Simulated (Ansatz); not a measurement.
LiPb2N3

The calculation's input:

```
crystal:
  lattice:
    - [3.1125562218, -4.5060733342, 0.0]
    - [3.1125562218, 4.5060733342, 0.0]
    - [0.0, 0.0, 3.3380343501]
  atoms:
    - { symbol: Li, position: [0.0, 0.0, 0.0] }
    - { symbol: Pb, position: [0.5, 0.0, 0.5] }
    - { symbol: Pb, position: [0.0, 0.5, 0.5] }
    - { symbol: "N", position: [0.800328769, 0.199671231, 0.0] }
    - { symbol: "N", position: [0.199671231, 0.800328769, 0.0] }
    - { symbol: "N", position: [0.5, 0.5, 0.5] }
kpoints:
  mp_grid: { grid: [6, 6, 8] }
  band_path:
    path:
      - [0.0, 0.0, 0.0]
      - [-0.5, 0.5, 0.0]
      - [-0.3692828227, 0.6307171773, 0.0]
      - [0.3692828227, 0.3692828227, 0.0]
      - [0.0, 0.0, 0.5]
      - [0.3692828227, 0.3692828227, 0.5]
      - [-0.3692828227, 0.6307171773, 0.5]
      - [-0.5, 0.5, 0.5]
      - [0.0, 0.5, 0.0]
    npoints: 1
hamiltonian:
  xc: r2scan
  dispersion: rvv10
scf:
  occupations: { method: fermi_dirac, width: 0.03 }
  n_extra_bands: 5
output:
  forces: true
  stress: true
  eigenvalues: true
  write_density: true
  write_potential: true
  elf: true
  volumetric_format: npy
```

Run with:

```sh
ansatz run input.yaml --threads 2 --pin off --max-ram 2211MiB --backend cpu --events-out ev --progress --plain --runs-dir out
```

Below, planes, directions and counts refer to the conventional cell (a = 6.23 Å, b = 9.01 Å, c = 3.34 Å, α = 90.00°, β = 90.00°, γ = 90.00°).

Space group Cmmm; a structure from a database of computed crystals, not necessarily the ambient phase; started from the LaAl2Cu3-65 prototype, which need not be the ambient phase.

Level of theory: Ansatz, DFT, r2SCAN+rVV10, plane waves, PAW.

Question: What will maps of the valence pseudo-density and electron localisation function show?

Answer: Li–N (1.80 Å): ρ at the midpoint is about 0.62 e/Å³; the ELF peaks at about 0.90 in the valence shell of N, 0.7 Å from its nucleus, and falls to about 0.10 next to Li; an ionic contact with no shared pair.
Pb–N (2.33 Å): ρ at the midpoint is about 0.5 e/Å³; the ELF peaks at about 0.80 in the valence shell of N, 0.6 Å from its nucleus, and drops to about 0.25 between the two atoms.

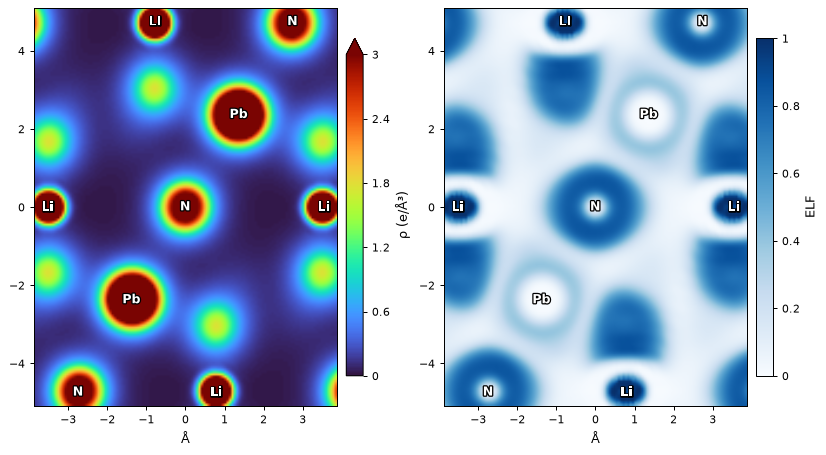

Computed valence pseudo-density and electron localisation function on the (111) plane of the conventional cell, in this order. Atoms just off the plane (N, 0.6 Å away) can leave unmarked features too.

In a PAW calculation such maps are meaningful between the atoms, not at the nuclei.
